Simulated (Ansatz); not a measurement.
**Lattice dynamics of Ti3InC (Pm-3m)**

How does Ti3InC (Pm-3m) vibrate, and is this structure a minimum?

Main program and level: Ansatz 0.2.0; DFT PBEsol, scalar-relativistic, plane waves, PAW; PAW set soft_1.

## 1. Set-up

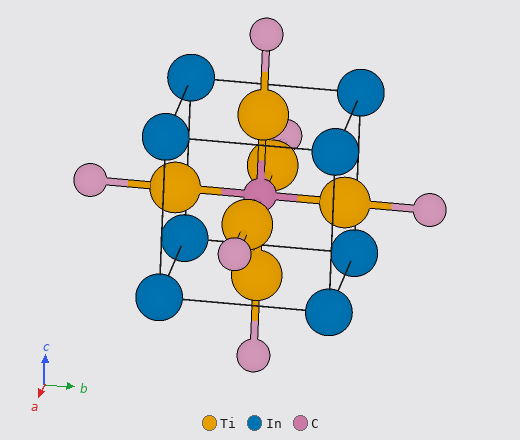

The cell as given, slightly off an axis (titanium orange, indium blue, carbon pink). Some periodic images of atoms are drawn too.

Structure file:

```cif
data_structure
_symmetry_space_group_name_H-M 'P 1'
_symmetry_Int_Tables_number 1
_cell_length_a 4.2356
_cell_length_b 4.2356
_cell_length_c 4.2356
_cell_angle_alpha 90.000
_cell_angle_beta 90.000
_cell_angle_gamma 90.000
_cell_volume 75.99
loop_
_atom_site_label
_atom_site_type_symbol
_atom_site_fract_x
_atom_site_fract_y
_atom_site_fract_z
_atom_site_occupancy
Ti1 Ti 0.50000 0.50000 0.00000 1
Ti2 Ti 0.50000 0.00000 0.50000 1
Ti3 Ti 0.00000 0.50000 0.50000 1
In4 In 0.00000 0.00000 0.00000 1
C5 C 0.50000 0.50000 0.50000 1
```

## 2. Bringing the structure to rest

Harmonic phonons are second derivatives at a point where the forces vanish, and they are wanted at zero stress, so atoms and cell are relaxed first.

input.yaml reads:

```yaml
crystal:
  lattice:
    - [4.23556108, 0.0, 0.0]
    - [0.0, 4.23556108, 0.0]
    - [0.0, 0.0, 4.23556108]
  atoms:
    - { symbol: Ti, position: [0.5, 0.5, 0.0] }
    - { symbol: Ti, position: [0.5, 0.0, 0.5] }
    - { symbol: Ti, position: [0.0, 0.5, 0.5] }
    - { symbol: In, position: [0.0, 0.0, 0.0] }
    - { symbol: C, position: [0.5, 0.5, 0.5] }
kpoints:
  mp_grid: { grid: [8, 8, 8] }
hamiltonian:
  xc: pbesol
  pseudopotentials: { kind: paw, azcp: { folder: soft_1 }, xc_functional: pbe }
scf:
  occupations: { method: gaussian, width: 0.1 }
output:
  forces: true
  stress: true
  eigenvalues: true
relax:
  adjacent_minimum: "off"
  f_tol: 0.005
  max_steps: 80
  cell: { stress_tol: 0.05 }
```

Started as:

```sh
ansatz run input.yaml --threads 4 --pin off --max-ram 10240MiB --backend cpu --events-out ev --progress --plain --runs-dir out
```

Numbers of over 12 decimals in the logs are rounded to 6 here.

The program printed:

```text
Engine: ansatz 0.2.0, aarch64-unknown-linux-gnu
Pseudopotentials: kind: paw
Pseudopotential: Ti, paw, valence charge 12, recommended cutoff 420 eV (normal), soft_1/Ti.paw.azcp
Pseudopotential: In, paw, valence charge 13, recommended cutoff 420 eV (normal), soft_1/In.paw.azcp
Pseudopotential: C, paw, valence charge 4, recommended cutoff 420 eV (normal), soft_1/C.paw.azcp
Functional definition: PBEsol
  exchange = pbesol_x
  correlation = pbesol_c
Crystal: 5 atoms, lattice volume = 75.986 Å³
Basis set: ecut = 420 eV, 1503 PW (Γ), exchange–correlation on 60×60×60 points (8 copies of the dense FFT grid, shifted against one another)
Bands: 32, of which v1, the nominal top of the filled ones, is band 27 counted from 1 (26 counted from 0)
Symmetry: 48 space group operations
Space group: Pm-3m (ITA 221), of the structure as read, at distance tolerance 4.2e-5 Å
k-points: 35 of 512
Non-local potential: Ti, projectors of the file, l = 0: 3, l = 1: 2, l = 2: 3, l = 3: 1
Non-local potential: In, projectors of the file, l = 0: 2, l = 1: 2, l = 2: 2, l = 3: 1
Non-local potential: C, projectors of the file, l = 0: 2, l = 1: 2, l = 2: 1
PAW form: soft (Blöchl's): semilocal exchange-correlation on the pseudo side does not see the compensation charge
PAW frozen core: Ti, regenerated for the run's functional, and the local potential with it (the file was generated under x = pbe(κ = 0.804, μ = 0.219515), c = pbe(β = 0.066725))
PAW frozen core: In, regenerated for the run's functional, and the local potential with it (the file was generated under x = pbe(κ = 0.804, μ = 0.219515), c = pbe(β = 0.066725))
PAW frozen core: C, regenerated for the run's functional, and the local potential with it (the file was generated under x = pbe(κ = 0.804, μ = 0.219515), c = pbe(β = 0.066725))
PAW one-centre angular grid: Ti, 590 points (default); XC on 64 Gauss nodes
PAW one-centre angular grid: In, 590 points (default); XC on 64 Gauss nodes
PAW one-centre angular grid: C, 110 points (default); XC on 64 Gauss nodes
Initial density: superposition of atomic densities (chi_scale 0.1, normalization cell, long waves kept (reshape's long-wave potential 0.00 eV rms))
Initial wavefunctions: pseudopotential atomic-orbital guess
Functional: x = pbesol(κ = 0.804, μ = 0.123457), c = pbesol(β = 0.046)
SCF iter   1: F=—  HF=-13199.249000 eV  |F-HF|=—  |Δ(HF+E_count)|=         —  Δρ=7.80e-2  dr2=8.69e0  ethr=3.10e-3  ⟨swp⟩=4.1  Hψ=3688  notcnv=0
preconditioner: auto → Kerker (q_TF=auto, 2.569 Å⁻¹)  [metal: Δε(μ)=0.039 eV  Ē_g=8.082 eV  σ=0.100 eV  W_gap=0.21  n_scr=18 (ndim 8)  ℏωp=22.9 eV  f_vac=0.000  D(μ)=3.61/eV (n_scr^D=26)]
SCF iter   2: F=—  HF=-13197.444869 eV  |F-HF|=—  |Δ(HF+E_count)|=    1.80e0  Δρ=2.89e-2  dr2=1.62e0  ethr=3.10e-3  ⟨swp⟩=2.2  Hψ=2091  notcnv=0  defer=18
SCF iter   3: F=—  HF=-13197.054571 eV  |F-HF|=—  |Δ(HF+E_count)|=   3.90e-1  Δρ=1.21e-2  dr2=2.14e-1  ethr=3.06e-3  ⟨swp⟩=2.0  Hψ=1742  notcnv=0  defer=22
SCF iter   4: F=—  HF=-13196.984157 eV  |F-HF|=—  |Δ(HF+E_count)|=   7.04e-2  Δρ=1.89e-3  dr2=7.08e-3  ethr=4.03e-4  ⟨swp⟩=2.0  Hψ=1581  notcnv=0  defer=24
SCF iter   5: F=—  HF=-13196.982268 eV  |F-HF|=—  |Δ(HF+E_count)|=   1.89e-3  Δρ=5.96e-4  dr2=1.98e-4  ethr=1.34e-5  ⟨swp⟩=2.1  Hψ=1814  notcnv=0  defer=21
SCF iter   6: F=—  HF=-13196.982247 eV  |F-HF|=—  |Δ(HF+E_count)|=   2.10e-5  Δρ=1.71e-4  dr2=2.13e-5  ethr=3.74e-7  ⟨swp⟩=2.1  Hψ=1641  notcnv=0  defer=20
SCF iter   7: F=—  HF=-13196.982138 eV  |F-HF|=—  |Δ(HF+E_count)|=   1.09e-4  Δρ=3.80e-5  dr2=1.13e-6  ethr=4.03e-8  ⟨swp⟩=2.0  Hψ=1576  notcnv=0  defer=20
SCF iter   8: F=-13196.982138 eV  HF=-13196.982138 eV  |F-HF|=2.13e-8  |Δ(HF+E_count)|=   1.02e-7  Δρ=7.10e-6  dr2=4.69e-8  ethr=1.89e-10  ⟨swp⟩=8.2  Hψ=4775  notcnv=0
SCF 1 converged in 8 iterations: F = -13196.982138 eV  dr2 = 4.69e-8
  greatest PAW one-centre occupation: 0.998 electrons in one spin orbital (limit 2), on the Ti atom at site 1 (counted from 0), in its partial waves of l = 0
relax step   1: F+E_penalty+E_count = -13196.98213795 eV  Δ(F+E_penalty+E_count) = +0.000e0 eV  max|allowed force component| = 3.495e-29 eV/Å  Δτ_max = 0.0000 Å  P = -3.961 GPa  Ω = 75.986 Å³  (8 SCF iters, dr2 threshold 1.00e-7 eV, accepted)
Crystal: 5 atoms, lattice volume = 73.441 Å³
Basis set: ecut = 420 eV, 1365 PW (Γ), exchange–correlation on 60×60×60 points (8 copies of the dense FFT grid, shifted against one another)
Initial density: handed on by an earlier stage of this run
Initial wavefunctions: those handed on with the density
iter 1 solved again at ethr=7.99e-5 eV; its pass at ethr=3.10e-3 eV (dr2=4.24e-2 eV) is discarded
SCF iter   1: F=—  HF=-13197.015882 eV  |F-HF|=—  |Δ(HF+E_count)|=         —  Δρ=5.48e-3  dr2=4.36e-2  ethr=7.99e-5  ⟨swp⟩=1.0  Hψ=5842  notcnv=0
preconditioner: auto → Kerker (q_TF=auto, 2.584 Å⁻¹)  [metal: Δε(μ)=0.013 eV  Ē_g=8.370 eV  σ=0.100 eV  W_gap=0.07  n_scr=18 (ndim 8)  ℏωp=23.3 eV  f_vac=0.000  D(μ)=3.67/eV (n_scr^D=32)]
SCF iter   2: F=—  HF=-13197.007887 eV  |F-HF|=—  |Δ(HF+E_count)|=   8.00e-3  Δρ=1.90e-3  dr2=7.69e-3  ethr=7.99e-5  ⟨swp⟩=2.0  Hψ=1334  notcnv=0
SCF iter   3: F=—  HF=-13197.006260 eV  |F-HF|=—  |Δ(HF+E_count)|=   1.63e-3  Δρ=6.56e-4  dr2=9.07e-4  ethr=1.45e-5  ⟨swp⟩=2.0  Hψ=1399  notcnv=0
SCF iter   4: F=—  HF=-13197.005967 eV  |F-HF|=—  |Δ(HF+E_count)|=   2.93e-4  Δρ=1.95e-4  dr2=6.31e-5  ethr=1.71e-6  ⟨swp⟩=2.0  Hψ=1398  notcnv=0
SCF iter   5: F=—  HF=-13197.005841 eV  |F-HF|=—  |Δ(HF+E_count)|=   1.26e-4  Δρ=5.61e-5  dr2=1.86e-6  ethr=1.19e-7  ⟨swp⟩=2.0  Hψ=1429  notcnv=0
SCF iter   6: F=-13197.005841 eV  HF=-13197.005841 eV  |F-HF|=7.06e-8  |Δ(HF+E_count)|=   2.92e-7  Δρ=1.09e-5  dr2=8.63e-8  ethr=9.43e-10  ⟨swp⟩=6.1  Hψ=4573  notcnv=0
SCF 2 converged in 6 iterations: F = -13197.005841 eV  dr2 = 8.63e-8
relax step   2: F+E_penalty+E_count = -13197.00584064 eV  Δ(F+E_penalty+E_count) = -2.370e-2 eV  max|allowed force component| = 5.164e-29 eV/Å  Δτ_max = 0.0000 Å  P = +1.278 GPa  Ω = 73.441 Å³  energy of the carried Pulay correction = +1.173e-3 eV  (6 SCF iters, dr2 threshold 5.00e-7 eV, accepted)
Crystal: 5 atoms, lattice volume = 74.046 Å³
Basis set: ecut = 420 eV, 1419 PW (Γ), exchange–correlation on 60×60×60 points (8 copies of the dense FFT grid, shifted against one another)
iter 1 solved again at ethr=4.80e-6 eV; its pass at ethr=3.10e-3 eV (dr2=2.54e-3 eV) is discarded
SCF iter   1: F=—  HF=-13197.008574 eV  |F-HF|=—  |Δ(HF+E_count)|=         —  Δρ=1.35e-3  dr2=2.69e-3  ethr=4.80e-6  ⟨swp⟩=2.3  Hψ=5765  notcnv=0
preconditioner: auto → Kerker (q_TF=auto, 2.580 Å⁻¹)  [metal: Δε(μ)=0.004 eV  Ē_g=8.370 eV  σ=0.100 eV  W_gap=0.02  n_scr=18 (ndim 8)  ℏωp=23.2 eV  f_vac=0.000  D(μ)=3.67/eV (n_scr^D=32)]
SCF iter   2: F=—  HF=-13197.008082 eV  |F-HF|=—  |Δ(HF+E_count)|=   4.92e-4  Δρ=4.71e-4  dr2=4.76e-4  ethr=4.80e-6  ⟨swp⟩=2.0  Hψ=1335  notcnv=0
SCF iter   3: F=—  HF=-13197.007873 eV  |F-HF|=—  |Δ(HF+E_count)|=   2.10e-4  Δρ=1.61e-4  dr2=5.43e-5  ethr=8.98e-7  ⟨swp⟩=2.0  Hψ=1399  notcnv=0
SCF iter   4: F=—  HF=-13197.007856 eV  |F-HF|=—  |Δ(HF+E_count)|=   1.72e-5  Δρ=5.57e-5  dr2=5.02e-6  ethr=1.02e-7  ⟨swp⟩=2.0  Hψ=1384  notcnv=0
iter 5 did not close the SCF: its close was put off for the readings that it lacked (scf_convergence_deferred on its scf_iter line)
SCF iter   5: F=-13197.007854 eV  HF=-13197.007854 eV  |F-HF|=8.33e-8  |Δ(HF+E_count)|=   1.68e-6  Δρ=1.59e-5  dr2=1.50e-7  ethr=9.48e-9  ⟨swp⟩=2.0  Hψ=1431  notcnv=0
SCF iter   6: F=-13197.007854 eV  HF=-13197.007854 eV  |F-HF|=2.71e-9  |Δ(HF+E_count)|=   1.95e-8  Δρ=2.49e-6  dr2=4.24e-9  ethr=2.83e-10  ⟨swp⟩=2.1  Hψ=4252  notcnv=0
SCF 3 converged in 6 iterations: F = -13197.007854 eV  dr2 = 4.24e-9
  greatest PAW one-centre occupation: 0.998 electrons in one spin orbital (limit 2), on the Ti atom at site 2 (counted from 0), in its partial waves of l = 0
relax step   3: F+E_penalty+E_count = -13197.00785388 eV  Δ(F+E_penalty+E_count) = -2.013e-3 eV  max|allowed force component| = 1.178e-29 eV/Å  Δτ_max = 0.0000 Å  P = -0.053 GPa  Ω = 74.046 Å³  energy of the carried Pulay correction = +8.907e-4 eV  (6 SCF iters, dr2 threshold 5.00e-7 eV, accepted)
[...]
relax step   4: F+E_penalty+E_count = -13197.00786912 eV  Δ(F+E_penalty+E_count) = -1.524e-5 eV  max|allowed force component| = 9.677e-30 eV/Å  Δτ_max = 0.0000 Å  P = -0.001 GPa  Ω = 74.022 Å³  energy of the carried Pulay correction = +9.019e-4 eV  (6 SCF iters, dr2 threshold 6.93e-9 eV, accepted)
Initial wavefunctions: pseudopotential atomic-orbital guess (no wavefunctions were taken with the density)
iter 1 solved again at ethr=4.02e-8 eV; its pass at ethr=3.10e-3 eV (dr2=2.13e-5 eV) is discarded
SCF iter   1: F=—  HF=-13197.007130 eV  |F-HF|=—  |Δ(HF+E_count)|=         —  Δρ=3.94e-5  dr2=1.57e-7  ethr=4.02e-8  ⟨swp⟩=3.0  Hψ=6658  notcnv=0
SCF iter   2: F=—  HF=-13197.007028 eV  |F-HF|=—  |Δ(HF+E_count)|=   1.02e-4  Δρ=2.23e-5  dr2=6.23e-8  ethr=2.96e-10  ⟨swp⟩=2.0  Hψ=2047  notcnv=0
SCF iter   3: F=—  HF=-13197.007028 eV  |F-HF|=—  |Δ(HF+E_count)|=   7.10e-8  Δρ=3.20e-6  dr2=1.74e-9  ethr=1.18e-10  ⟨swp⟩=2.0  Hψ=1434  notcnv=0
SCF iter   4: F=—  HF=-13197.007028 eV  |F-HF|=—  |Δ(HF+E_count)|=  5.35e-10  Δρ=4.73e-7  dr2=1.34e-10  ethr=3.28e-12  ⟨swp⟩=2.9  Hψ=2055  notcnv=0
iter 5 did not close the SCF: its close was put off for the readings that it lacked (scf_convergence_deferred on its scf_iter line)
SCF iter   5: F=-13197.007028 eV  HF=-13197.007028 eV  |F-HF|=2.36e-11  |Δ(HF+E_count)|=  2.55e-11  Δρ=1.61e-7  dr2=3.41e-11  ethr=1.00e-12  ⟨swp⟩=1.0  Hψ=1120  notcnv=0
SCF iter   6: F=-13197.007028 eV  HF=-13197.007028 eV  |F-HF|=0.00e0  |Δ(HF+E_count)|=  1.27e-11  Δρ=5.51e-8  dr2=2.56e-12  ethr=1.00e-12  ⟨swp⟩=3.0  Hψ=3527  notcnv=0
SCF 5 converged in 6 iterations: F = -13197.007028 eV  dr2 = 2.56e-12
relax step   5: F+E_penalty+E_count = -13197.00702758 eV  Δ(F+E_penalty+E_count) = +8.415e-4 eV  max|allowed force component| = 8.441e-30 eV/Å  Δτ_max = 0.0000 Å  P = -0.007 GPa  Ω = 74.022 Å³  stress off target by 7.49e-3 GPa  SCF on the basis re-selected at this cell (its energy is not comparable with the rows above)  (6 SCF iters)
basis re-selected at this cell: Δ(F+E_penalty+E_count) = +8.415e-4 eV, ΔP = -0.007 GPa vs the last step (what re-selecting the basis moved, of the pressure what is left beyond the Pulay correction that the steps carried, after the strain that the cell walked since its last selection, with what the two solves' SCF thresholds leave and, on support functions, any second-order correction that the steps lacked; it is no m [...]
SCF converged after 6 iterations
Free energy (F): -13197.007028 eV
Harris-Foulkes:  -13197.007028 eV  (|F-HF|=0.00e0)
Internal energy: -13196.988661 eV  (E = F + TS)
E sigma→0 (E₀):  -13196.997844 eV
Entropy (-TS):   -0.018367 eV (-3.673 meV/atom)
Fermi energy:    14.203064 eV
--- Per-component energies (eV) ---
  E_band       = -394.578533
  E_kinetic    = 1151.278712
  E_local      = -3454.735146  (includes V_loc(G=0)·N_el)
  E_nonlocal   = 537.056765
  E_hartree    = 1381.278766
  E_xc         = -537.669348
  E_vxc        = -587.137085  (∫ρ·V_xc dr)
  E_paw        = -7284.635926  (= ΣΔE_a)
  E_vpaw       = -803.599238  (= ΣTr[D̂ρ^β])
  E_aug_tail   = -0.000115  (compensation charges beyond the density's cutoff)
  E_ewald      = -4990.237527
  E_core_change = 0.675158  (= ΣΔE_core)
  E_smearing   = -0.018367  (= −TS)
  E_closure    = 0.000000  (closes the sum)
  Σ components = -13197.007028   (vs F -13197.007028, Δ=0.00e0)
--- Forces (eV/Å), atoms counted from 1 ---
  atom   1  Ti     0.00000000    -0.00000000     0.00000000
  atom   2  Ti     0.00000000    -0.00000000     0.00000000
  atom   3  Ti     0.00000000    -0.00000000    -0.00000000
  atom   4  In     0.00000000    -0.00000000    -0.00000000
  atom   5  C      0.00000000     0.00000000     0.00000000
  max |Σ_I F_I| component: 2.06e-29 eV/Å
--- Stress (GPa, compression-positive) ---
       -0.007488      -0.000000       0.000000
       -0.000000      -0.007488       0.000000
        0.000000       0.000000      -0.007488
  P = ⅓ Tr σ = -0.0075 GPa (-0.075 kbar)
--- Band table (eV; the first three rows and the last of 35) ---
  k-point 0: bands = [... 23 lower, 12.7239, 12.8124, 12.8124, 12.8124, 15.6722, 15.6722, 15.6722, 16.2772, ... 1 higher]
  k-point 1: bands = [... 23 lower, 12.8191, 12.8191, 12.8451, 12.8473, 15.4472, 15.5273, 15.5273, 15.6015, ... 1 higher]
  k-point 2: bands = [... 23 lower, 12.7519, 12.7519, 12.9383, 13.1840, 14.8449, 15.4254, 15.4652, 15.4652, ... 1 higher]
  k-point 34: bands = [... 23 lower, 12.5064, 12.5064, 14.5237, 14.5237, 14.5237, 14.5603, 14.5603, 14.5603, ... 1 higher]
--- Relaxed structure (4 steps of the walk, 4 accepted, 1 SCFs on fresh bases) ---
  F+E_penalty+E_count = -13197.00702758 eV   max|allowed force component| = 8.441e-30 eV/Å   (the final SCF, on the basis selected at the relaxed cell)
  cell:  # Å, volume = 74.0222 Å³
    - [4.198756, 0, 0]
    - [0, 4.198756, 0.0]
    - [0, 0.0, 4.198756]
  atoms:
    - { symbol: Ti, position: [0.5, 0.5, 0] }
    - { symbol: Ti, position: [0.5, 0, 0.5] }
    - { symbol: Ti, position: [0, 0.5, 0.5] }
    - { symbol: In, position: [0, 0, 0] }
    - { symbol: C, position: [0.5, 0.5, 0.5] }
```

Run time: 8.1 s. Hardware: 4 threads of Arm Neoverse V1, shared host; peak memory 0.44 GiB.

Step by step:

```tsv
step	energy less that of the first step (eV)	largest force component (eV/Å)	pressure (GPa)	volume (Å³)
1	0.0000	0.0000	-3.96	75.99
2	-0.0237	0.0000	1.28	73.44
3	-0.0257	0.0000	-0.05	74.05
4	-0.0257	0.0000	0.00	74.02
5*	-0.0249	0.0000	-0.01	74.02
```

Relaxation steps marked * repeat the geometry before them on a plane-wave basis chosen anew for their cell, so energy and pressure can jump there.

The run keeps the 48 symmetry operations that it works with, so distortions that break them were not tested.

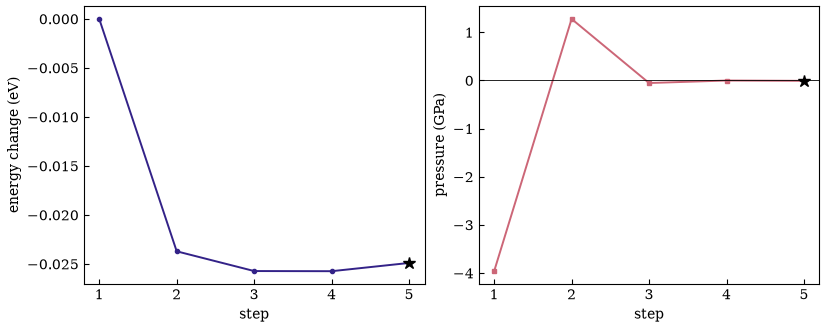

Energy and pressure along the relaxation. Stars mark steps on a basis chosen anew.

```tsv
conventional cell, symmetrised	before	after	change
a (Å)	4.236	4.199	-0.9 %
b (Å)	4.236	4.199	-0.9 %
c (Å)	4.236	4.199	-0.9 %
volume (Å³/atom)	15.20	14.80	-2.6 %
```

Final coordinates:

```xyz
5
Lattice="4.1988 0.0000 0.0000 0.0000 4.1988 0.0000 0.0000 0.0000 4.1988" Properties=species:S:1:pos:R:3 pbc="T T T"
Ti    2.0994    2.0994    0.0000
Ti    2.0994    0.0000    2.0994
Ti    0.0000    2.0994    2.0994
In    0.0000    0.0000    0.0000
C     2.0994    2.0994    2.0994
```

This step gave:

```yaml
pressure: -0.007488 GPa
volume_per_atom: 14.80 Å³
gap_on_the_k_mesh: 0 eV
```

In this step the volume went from 15.20 to 14.80 Å³/atom.

## 3. Relaxing to small forces for the phonons

Phonons need a cell at rest on their own settings, so the relaxation is repeated with tight tolerances on forces and stress on the k mesh and occupations of the first response run.

input.yaml, the sections that differ from step 2:

```yaml
crystal:
  lattice:
    - [4.1987557268, 0.0, 0.0]
    - [0.0, 4.1987557268, 0.0]
    - [0.0, 0.0, 4.1987557268]
  atoms:
    - { symbol: Ti, position: [0.5, 0.5, 0.0] }
    - { symbol: Ti, position: [0.5, 0.0, 0.5] }
    - { symbol: Ti, position: [0.0, 0.5, 0.5] }
    - { symbol: In, position: [0.0, 0.0, 0.0] }
    - { symbol: C, position: [0.5, 0.5, 0.5] }
scf:
  occupations: { method: methfessel_paxton, width: 0.2 }
relax:
  adjacent_minimum: "off"
  f_tol: 0.001
  max_steps: 60
  cell: { stress_tol: 0.01 }
# kpoints, hamiltonian, output: as in step 2
```

The program printed:

```text
[...]
Crystal: 5 atoms, lattice volume = 74.022 Å³
Basis set: ecut = 420 eV, 1419 PW (Γ), exchange–correlation on 60×60×60 points (8 copies of the dense FFT grid, shifted against one another)
Bands: 32, of which v1, the nominal top of the filled ones, is band 27 counted from 1 (26 counted from 0)
Symmetry: 48 space group operations
[...]
k-points: 35 of 512
[...]
--- Relaxed structure (2 steps of the walk, 2 accepted, 1 SCFs on fresh bases) ---
[...]
cell:  # Å, volume = 74.0039 Å³
    - [4.198409, 0, 0]
    - [0, 4.198409, 0.0]
    - [0, 0.0, 4.198409]
  atoms:
    - { symbol: Ti, position: [0.500000, 0.500000, 0] }
    - { symbol: Ti, position: [0.500000, 0, 0.500000] }
    - { symbol: Ti, position: [0, 0.500000, 0.500000] }
    - { symbol: In, position: [0, 0, 0] }
    - { symbol: C, position: [0.500000, 0.500000, 0.500000] }
[key lines of the parts left out:]
SCF converged after 7 iterations
Free energy (F): -13196.999207 eV
Fermi energy:    14.207265 eV
P = ⅓ Tr σ = 0.0087 GPa (0.087 kbar)
```

Wall time 4.6 s (4 threads); peak memory 0.44 GiB; 17 s of CPU time.

Little changed from the start: no atom moved by 0.005 Å and no cell edge by 0.1 %.

This step gave:

- pressure: 0.008666 GPa

The forces vanish by symmetry and the pressure is 0.009 GPa, within the tolerances set. The cell now holds 14.80 Å³/atom.

(Part 1 of 2 ends here.)

[Logs are printed without paths, hosts, clocks, repeated set-up lines and the standing remarks that a program may print on its own settings, such as how far it seeks lower states.]

[Hosts, paths, dates, database ids (printed as entryN), source tags and the programs' standing remarks are cut or masked in the printed files.]
